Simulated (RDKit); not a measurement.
# Si2NH7O2 (SMILES O[SiH2]N[SiH2]O): levels of theory compared

We compute a comparison of 3 runs (MMFF94, UFF, extended Hückel) of Si2NH7O2. Input form: a Python script.

The results are computed with RDKit 2026.09.1.

**1. Starting point**

The species is Si2NH7O2 (12 atoms), meant as a singlet with charge 0. As SMILES, `O[SiH2]N[SiH2]O`. Geometry: relaxed at PBE0-D4/def2-TZVP. This is a higher conformer, about 10 kJ/mol above the lowest found by a separate search.

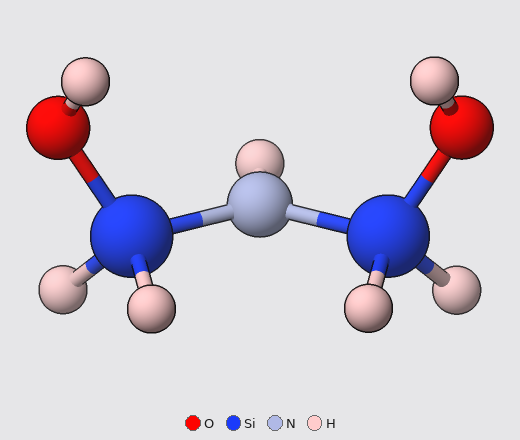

The structure, seen from a chosen angle (oxygen red, silicon blue, nitrogen light blue, hydrogen pink).

**2. A single-point energy at MMFF94 (run 1)**

The input, mol.sdf:

```

     RDKit          3D

 12 11  0  0  0  0  0  0  0  0999 V2000
   -2.3499   -1.2049    0.0326 O   0  0  0  0  0  0  0  0  0  0  0  0
   -0.7209   -1.4395    0.0692 Si  0  0  0  0  0  4  0  0  0  0  0  0
    0.1800   -0.1743   -0.6730 N   0  0  0  0  0  0  0  0  0  0  0  0
    1.3295    0.9121    0.0063 Si  0  0  0  0  0  4  0  0  0  0  0  0
    0.8770    2.4928   -0.0751 O   0  0  0  0  0  0  0  0  0  0  0  0
   -2.7026   -0.4444    0.4965 H   0  0  0  0  0  0  0  0  0  0  0  0
   -0.5534   -2.7132   -0.6650 H   0  0  0  0  0  0  0  0  0  0  0  0
   -0.2161   -1.5234    1.4629 H   0  0  0  0  0  0  0  0  0  0  0  0
    0.0394   -0.0784   -1.6715 H   0  0  0  0  0  0  0  0  0  0  0  0
    1.5117    0.4708    1.4121 H   0  0  0  0  0  0  0  0  0  0  0  0
    2.5979    0.8915   -0.7557 H   0  0  0  0  0  0  0  0  0  0  0  0
    0.0845    2.7556    0.3946 H   0  0  0  0  0  0  0  0  0  0  0  0
  2  1  1  0
  3  2  1  0
  4  3  1  0
  5  4  1  0
  6  1  1  0
  7  2  1  0
  8  2  1  0
  9  3  1  0
 10  4  1  0
 11  4  1  0
 12  5  1  0
M  END
$$$$
```

The input, ff.py:

```python
import json
import numpy as np
from rdkit import Chem
from rdkit.Chem import AllChem

mol = Chem.MolFromMolFile("mol.sdf", removeHs=False)
symbols = [a.GetSymbol() for a in mol.GetAtoms()]
start = mol.GetConformer().GetPositions().copy()

props = AllChem.MMFFGetMoleculeProperties(mol, mmffVariant="MMFF94")
ff = AllChem.MMFFGetMoleculeForceField(mol, props)
e = ff.CalcEnergy()
g = np.array(ff.CalcGrad()).reshape(-1, 3)
print(f"MMFF94 energy {e:.5f} kcal/mol, gradient norm {np.linalg.norm(g):.4f} kcal/mol/angstrom")
print("atom  type  charge   gradient")
for i, a in enumerate(symbols):
    print(f"{a:<2}{i + 1:<3} {props.GetMMFFAtomType(i):4d} {props.GetMMFFPartialCharge(i):8.4f}  " + " ".join(f"{c:9.4f}" for c in g[i]))
names = ["Bond", "Angle", "StretchBend", "Oop", "Torsion", "VdW", "Ele"]
terms = []
for name in names:
    for other in names:
        getattr(props, f"SetMMFF{other}Term")(other == name)
    terms.append(AllChem.MMFFGetMoleculeForceField(mol, props).CalcEnergy())
    print(f"{name:<12} {terms[-1]:11.5f} kcal/mol")
json.dump(dict(symbols=symbols, start=start.tolist(), energy=e, gradient=g.tolist(), charges_other=[props.GetMMFFPartialCharge(i) for i in range(len(symbols))], atom_types=[str(props.GetMMFFAtomType(i)) for i in range(len(symbols))], energy_term_names=names, energy_terms=terms), open("results.json", "w"))
```

On the command line:

```bash
$ python ff.py
```

Output:

```text
MMFF94 energy -153.43417 kcal/mol, gradient norm 83.5046 kcal/mol/angstrom
atom  type  charge   gradient
O 1      6  -0.6974    -8.6852   -4.7077    9.7458
Si2     19   1.0444   -43.4341  -29.5250    0.0305
N 3      8  -1.0540    17.3431  -15.3042   -6.0675
Si4     19   1.0444    23.3177   47.0156   -2.0492
O 5      6  -0.6974     3.5472    9.5732    9.3057
H 6     21   0.4000     0.9950   -9.7107   -6.4053
H 7      5  -0.2000    -8.0984   -3.1461   -0.0566
H 8      5  -0.2000     5.2586    2.2747    1.7149
H 9     23   0.3600    -0.5996    0.5029   -1.0879
H 10     5  -0.2000    -1.4939   -5.4992    1.9120
H 11     5  -0.2000     2.0894    8.4668   -0.3929
H 12    21   0.4000     9.7602    0.0598   -6.6496
Bond             0.65063 kcal/mol
Angle            9.11461 kcal/mol
StretchBend      1.25772 kcal/mol
Oop              0.00000 kcal/mol
Torsion          2.75070 kcal/mol
VdW              0.45944 kcal/mol
Ele           -167.66726 kcal/mol
```

Wall time 0.2 s (1 thread of Arm Neoverse V1, shared host).

**3. A single-point energy at UFF (run 2)**

mol.sdf is that of step 2.

The input, ff.py:

```python
import json
import numpy as np
from rdkit import Chem
from rdkit.Chem import AllChem

m = Chem.MolFromMolFile("mol.sdf", removeHs=False)
symbols = [a.GetSymbol() for a in m.GetAtoms()]
start = m.GetConformer().GetPositions().copy()

ff = AllChem.UFFGetMoleculeForceField(m)
e = ff.CalcEnergy()
g = np.array(ff.CalcGrad()).reshape(-1, 3)
print(f"UFF energy {e:.5f} kcal/mol, gradient norm {np.linalg.norm(g):.4f} kcal/mol/angstrom")
json.dump(dict(symbols=symbols, start=start.tolist(), energy=e, gradient=g.tolist()), open("results.json", "w"))
```

On the command line:

```bash
$ python ff.py
```

Output:

```text
UFF energy 33.57239 kcal/mol, gradient norm 190.2947 kcal/mol/angstrom
```

Wall time 0.2 s (1 thread of Arm Neoverse V1, shared host).

**4. The charge distribution at extended Hückel (run 3)**

The input, mol.xyz:

```xyz
12

O     -2.349900    -1.204900     0.032600
Si    -0.720900    -1.439500     0.069200
N      0.180000    -0.174300    -0.673000
Si     1.329500     0.912100     0.006300
O      0.877000     2.492800    -0.075100
H     -2.702600    -0.444400     0.496500
H     -0.553400    -2.713200    -0.665000
H     -0.216100    -1.523400     1.462900
H      0.039400    -0.078400    -1.671500
H      1.511700     0.470800     1.412100
H      2.597900     0.891500    -0.755700
H      0.084500     2.755600     0.394600
```

The input, run.py:

```python
import json
import numpy as np
from rdkit import Chem
from rdkit.Chem import AllChem
from rdkit.Chem import rdDetermineBonds
from rdkit.Chem import rdEHTTools

mol = Chem.MolFromXYZFile("mol.xyz")
symbols = [a.GetSymbol() for a in mol.GetAtoms()]
start = mol.GetConformer().GetPositions().copy()

ok, res = rdEHTTools.RunMol(mol, keepOverlapAndHamiltonianMatrices=True)
if not ok:
    raise RuntimeError("the extended Hueckel run failed")
eps = np.array(res.GetOrbitalEnergies())
nel = res.numElectrons
homo = (nel + 1) // 2 - 1
print(f"{res.numOrbitals} orbitals, {nel} valence electrons, sum of one-electron energies {res.totalEnergy:.4f} eV")
for i in range(max(0, homo - 8), min(len(eps), homo + 6)):
    print(f"{i + 1:4d} {eps[i]:10.4f} eV", "(HOMO)" if i == homo else "(LUMO)" if i == homo + 1 else "")
q = np.array(res.GetAtomicCharges())
print("Mulliken charges:", " ".join(f"{a}{i + 1}={c:+.3f}" for i, (a, c) in enumerate(zip(symbols, q))))
op = res.GetReducedOverlapPopulationMatrix()
pairs = [(k, i, op[i * (i + 1) // 2 + k]) for i in range(len(symbols)) for k in range(i) if abs(op[i * (i + 1) // 2 + k]) > 0.1]
print("reduced overlap populations above 0.1")
for k, i, p in pairs:
    print(f"  {symbols[k]}{k + 1}-{symbols[i]}{i + 1} {p:7.3f}")
json.dump(dict(symbols=symbols, start=start.tolist(), energy=res.totalEnergy * 23.060548, homo=eps[homo], lumo=eps[homo + 1] if homo + 1 < len(eps) else None, orbital_energies=eps.round(4).tolist(), charges_mulliken=q.tolist(), bond_orders=[[k + 1, i + 1, round(p, 4)] for k, i, p in pairs], nel=nel), open("results.json", "w"))
```

On the command line:

```bash
$ python run.py
```

Output:

```text
!!! Warning !!! Distance between atoms 6 and 1 (0.958103 A) is suspicious.
!!! Warning !!! Distance between atoms 12 and 5 (0.957987 A) is suspicious.
27 orbitals, 32 valence electrons, sum of one-electron energies -599.0945 eV
   8   -15.5804 eV
   9   -15.2376 eV
  10   -15.1441 eV
  11   -15.0877 eV
  12   -14.8833 eV
  13   -14.4204 eV
  14   -14.3579 eV
  15   -14.0294 eV
  16   -13.3342 eV (HOMO)
  17     1.6076 eV (LUMO)
  18     1.7122 eV
  19     2.9559 eV
  20     3.6705 eV
  21     5.8232 eV
Mulliken charges: O1=-1.032 Si2=+1.570 N3=-1.194 Si4=+1.570 O5=-1.032 H6=+0.427 H7=-0.249 H8=-0.247 H9=+0.257 H10=-0.247 H11=-0.249 H12=+0.427
reduced overlap populations above 0.1
  O1-Si2   0.479
  Si2-N3   0.605
  N3-Si4   0.605
  Si4-O5   0.479
  O1-H6   0.615
  Si2-H7   0.733
  Si2-H8   0.742
  N3-H9   0.717
  Si4-H10   0.742
  Si4-H11   0.733
  O5-H12   0.615
```

Run time: 0.2 s. Hardware: 1 thread of Arm Neoverse V1, shared host.

Atomic charges (e):

```csv
atom,Mulliken
O1,-1.032
Si2,+1.570
N3,-1.194
Si4,+1.570
O5,-1.032
H6,+0.427
H7,-0.249
H8,-0.247
H9,+0.257
H10,-0.247
H11,-0.249
H12,+0.427
```

**5. All runs side by side**

```csv
run,level,task,energy (Eh),largest force (eV/Å),wall time
1,MMFF94,energy,-0.244513,2.277,0.2 s
2,UFF,energy,0.053501,3.620,0.2 s
3,extended Hückel,properties,-22.016317,–,0.2 s
```

**6. Outcome**

| quantity | value |
| --- | --- |
| run 3: sum of orbital energies | -22.01632 Eh |
| run 3: HOMO energy | -13.33 eV |
| run 3: LUMO energy | 1.61 eV |
| run 3: HOMO–LUMO gap | 14.94 eV |

What this shows: Force-field and semi-empirical energies have zeros of their own, so their totals don't compare. All runs together took 0.6 s, the longest 0.2 s.
